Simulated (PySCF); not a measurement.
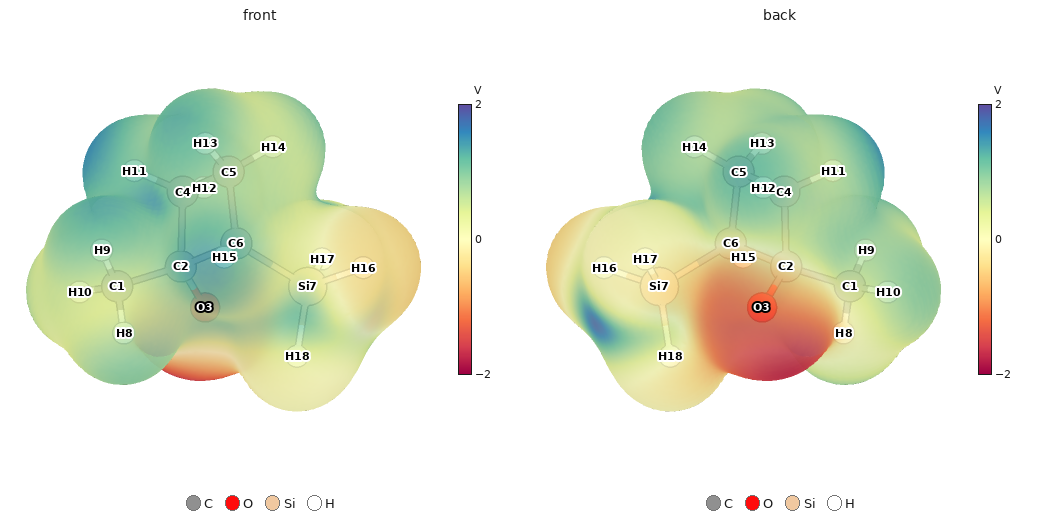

Figure 1: C5H11OSi (doublet). The electrostatic potential painted on the density surface at 0.004 e/bohr³, seen from the front and from behind; the colour scale runs from red (negative) to blue (positive).

Geometry: GFN2-xTB.

Computed with PySCF 2.14.0, density-fitted response routines, UKS B3LYP, pcH-1 on C H O Si, non-relativistic, mean-field spin-orbit, GIAO.

```xyz
18

C    -1.6246   -1.3065   -0.3499
C    -0.4471   -0.3677   -0.5755
O     0.3003   -0.6200   -1.6047
C    -0.8088    1.1628   -0.3254
C    -0.0694    1.2459    1.0031
C     0.4696   -0.1404    0.7156
Si    2.1591   -0.2116   -0.1755
H    -1.2583   -2.3284   -0.2718
H    -2.1677   -1.0468    0.5557
H    -2.3000   -1.2559   -1.2024
H    -1.8855    1.2997   -0.2759
H    -0.3699    1.7651   -1.1148
H    -0.7273    1.3026    1.8697
H     0.6770    2.0341    1.0702
H     0.2567   -0.8853    1.4797
H     3.1076    0.0081    0.9424
H     2.3481    0.9154   -1.0743
H     2.3313   -1.5650   -0.6778
```

Question: Describe the electrostatic potential map.

Answer: The most negative region (about −1.7 V) lies over O3, the most positive (about +1.5 V) over Si7 and H11. O3 is the likeliest acceptor of a hydrogen bond.
